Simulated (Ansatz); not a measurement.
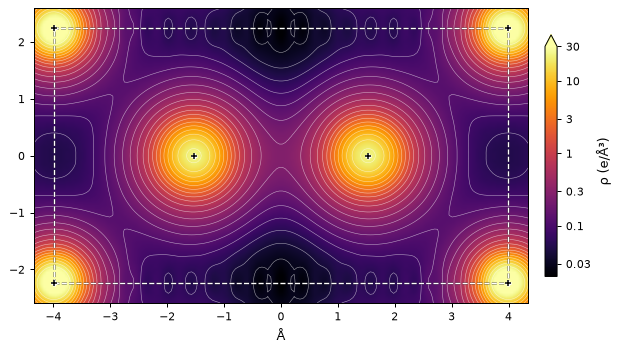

The valence charge density (pseudo) on a plane through atoms (crosses mark nuclei in the plane).

Theory: DFT PBE, scalar-relativistic, plane waves, PAW (Ansatz 0.2.0).

Candidates:
A. Cd$_{3}$SeS$_{2}$, a = 4.26 Å, b = 4.26 Å, c = 20.82 Å, α = 90.00°, β = 90.00°, γ = 120.00°. Space group P6₃mc; a structure generated by program, which may or may not match a known phase.
B. ZnCd$_{2}$S$_{3}$, a = 4.07 Å, b = 4.07 Å, c = 20.10 Å, α = 90.00°, β = 90.00°, γ = 120.00°. Space group P6₃mc; a structure generated by program, which may or may not match a known phase.
C. GaSb$_{2}$, a = 3.17 Å, b = 3.17 Å, c = 7.99 Å, α = 90.00°, β = 90.00°, γ = 90.00°. Space group P4/mmm; a structure generated by program, which may or may not match a known phase; computed without spin polarisation.

**Which system is this?**

Candidate C: GaSb$_{2}$ on the (11̄0) plane of the conventional cell, which holds Ga and Sb. Sb–Sb (3.06 Å): the density is about 0.27 e/Å³ at the midpoint. Ga–Sb (3.33 Å): ρ is about 0.13 e/Å³ halfway.
